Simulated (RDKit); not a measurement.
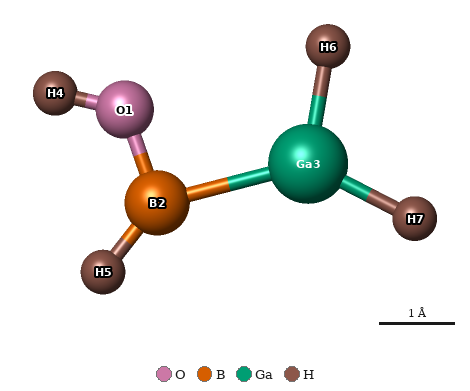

Figure 1. The structure as given in the input (ball-and-stick view, seen on its broad side; atoms are numbered from 1 in the order of the input). Sticks mark near contacts. Bond lengths as drawn: B–Ga 2.10 Å, B–H 1.18 Å, B–O 1.33 Å, Ga–H 1.60 to 1.62 Å and H–O 0.96 Å.

# Property calculation of GaBH₄O

The run: property calculation of GaBH₄O, SMILES O[BH][GaH2]. Method and program: EHT (RDKit 2026.09.1).

The geometry comes from this level: GFN2-xTB.

### Output
```
!!! Warning !!! Distance between atoms 4 and 1 (0.962990 A) is suspicious.
16 orbitals, 16 valence electrons, sum of one-electron energies -283.8958 eV
   5   -15.0468 eV
   6   -14.7442 eV
   7   -14.1609 eV
   8   -11.6019 eV (HOMO)
   9    -8.1731 eV (LUMO)
  10    -5.2992 eV
  11     1.8040 eV
  12     4.7024 eV
  13     6.4663 eV
Mulliken charges: O1=-0.827 B2=+0.545 Ga3=+0.889 H4=+0.403 H5=-0.212 H6=-0.401 H7=-0.397
reduced overlap populations above 0.1
  O1-B2   0.689
  B2-Ga3   0.769
  O1-H4   0.618
  B2-H5   0.786
  Ga3-H6   0.638
  Ga3-H7   0.603
```

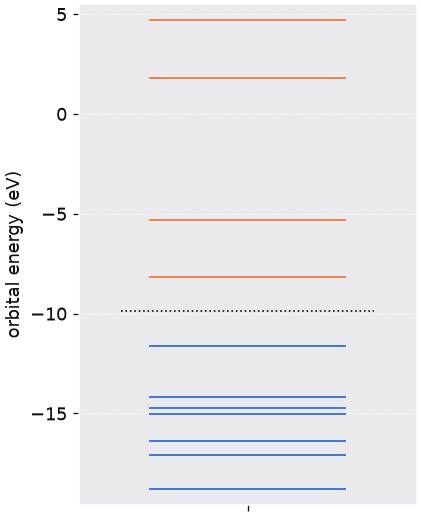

Figure 2. Orbital energies near the frontier; the dotted line parts filled from empty levels, and levels within 0.02 eV of each other stand side by side. Highest filled −11.60 eV, lowest empty −8.17 eV, 3.43 eV apart.

This output came from the following input.

### Input (run.py)
```python
import json
import numpy as np
from rdkit import Chem
from rdkit.Chem import AllChem
from rdkit.Chem import rdDetermineBonds
from rdkit.Chem import rdEHTTools

mol = Chem.MolFromXYZFile("mol.xyz")
symbols = [a.GetSymbol() for a in mol.GetAtoms()]
start = mol.GetConformer().GetPositions().copy()

ok, res = rdEHTTools.RunMol(mol, keepOverlapAndHamiltonianMatrices=True)
if not ok:
    raise RuntimeError("the extended Hueckel run failed")
eps = np.array(res.GetOrbitalEnergies())
nel = res.numElectrons
homo = (nel + 1) // 2 - 1
print(f"{res.numOrbitals} orbitals, {nel} valence electrons, sum of one-electron energies {res.totalEnergy:.4f} eV")
for i in range(max(0, homo - 3), min(len(eps), homo + 6)):
    print(f"{i + 1:4d} {eps[i]:10.4f} eV", "(HOMO)" if i == homo else "(LUMO)" if i == homo + 1 else "")
q = np.array(res.GetAtomicCharges())
print("Mulliken charges:", " ".join(f"{a}{i + 1}={c:+.3f}" for i, (a, c) in enumerate(zip(symbols, q))))
op = res.GetReducedOverlapPopulationMatrix()
pairs = [(k, i, op[i * (i + 1) // 2 + k]) for i in range(len(symbols)) for k in range(i) if abs(op[i * (i + 1) // 2 + k]) > 0.1]
print("reduced overlap populations above 0.1")
for k, i, p in pairs:
    print(f"  {symbols[k]}{k + 1}-{symbols[i]}{i + 1} {p:7.3f}")
json.dump(dict(symbols=symbols, start=start.tolist(), energy=res.totalEnergy * 23.060548, homo=eps[homo], lumo=eps[homo + 1] if homo + 1 < len(eps) else None, orbital_energies=eps.round(4).tolist(), charges_mulliken=q.tolist(), bond_orders=[[k + 1, i + 1, round(p, 4)] for k, i, p in pairs], nel=nel), open("results.json", "w"))
```

### File mol.xyz
```
7

O     -1.281690     0.100570    -0.442530
B     -0.125250    -0.406640    -0.862950
Ga     0.958210     0.184250     0.836190
H     -2.092440     0.040040    -0.958640
H     -0.012120    -0.966860    -1.897040
H      0.086270     0.997300     1.907020
H      2.467020     0.051340     1.417950
```

Launch command:
```bash
python run.py
```

### Summary

| quantity | value |
| --- | --- |
| outcome | converged |
| total energy | −10.432979 hartree |
| HOMO | −11.60 eV |
| LUMO | −8.17 eV |
| hardware | 1 thread of Arm Neoverse V1, 24 GiB of memory available, shared host |
| peak memory | 0.072 GiB |
